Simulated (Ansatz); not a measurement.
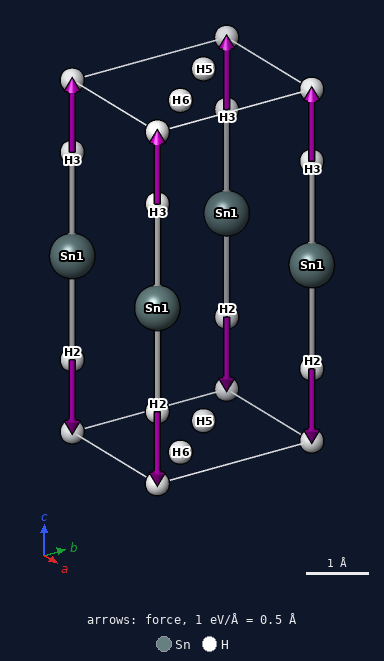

Starting geometry of crystalline SnH$_{5}$ (a generated structure, set up in P6/mmm) (coarse preliminary run) with the computed forces as purple arrows. A ball-and-stick model of the cell of the calculation, seen slightly off an axis.

Level of theory: DFT PBE, scalar-relativistic, plane waves, PAW (Ansatz 0.2.0).

Input
```yaml
crystal:
  lattice:
    - [3.94324437, 0.0, 0.0]
    - [-1.97162218, 3.4149498, 0.0]
    - [0.0, 0.0, 5.86782203]
  atoms:
    - { symbol: Sn, position: [0.0, 0.0, 0.5] }
    - { symbol: H, position: [0.0, 0.0, 0.20502083] }
    - { symbol: H, position: [0.0, 0.0, 0.79497917] }
    - { symbol: H, position: [0.0, 0.0, 0.0] }
    - { symbol: H, position: [0.33333333, 0.66666667, 0.0] }
    - { symbol: H, position: [0.66666667, 0.33333333, 0.0] }
basis:
  ecutwfc: 420
kpoints:
  mp_grid: { grid: [6, 6, 4] }
hamiltonian:
  xc: pbe
scf:
  occupations: { method: gaussian, width: 0.1 }
  lower_state_search: "off"
output:
  forces: true
  stress: true
  eigenvalues: true
relax:
  adjacent_minimum: "off"
  f_tol: 0.04
  max_steps: 70
  cell: { stress_tol: 0.4 }
```

Run as
```bash
ansatz run input.yaml --threads 1 --pin off --max-ram 2048MiB --backend cpu --events-out ev --progress --plain --runs-dir out
```

**What follows when this structure is relaxed?**

It isn't relaxed: the largest force vector, on H atoms, is 2.53 eV/Å. The atoms end up moving mostly along the starting forces (cosine between the two patterns 1.00). The largest moves relative to the cell, 0.18 Å, are those of H2 and H3. H3 goes along +c. Sn stays in place. The volume changes by −35.5 %, with a = b 3.943 → 3.137 Å (−20.5 %), c 5.868 → 5.978 Å (+1.9 %). Among the contacts that change: Sn1–H2 1.731 → 1.943 Å, H2–H4 1.203 → 1.046 Å. The space group stays P6/mmm (No. 191). After 8 accepted moves (9 points after the start) the energy has fallen by 267 meV per atom. Largest force component: 2.5 eV/Å at the start, 0.012 eV/Å at the end. The pressure goes from −4.93 to −0.25 GPa. The SCF was repeated once at an unchanged geometry on a basis and grid sized afresh for the cell, which shifted the energy by 1.3 meV per atom at most. Cost: 18 s on 1 thread of Arm Neoverse V1 (shared host), peak memory 0.33 GiB.
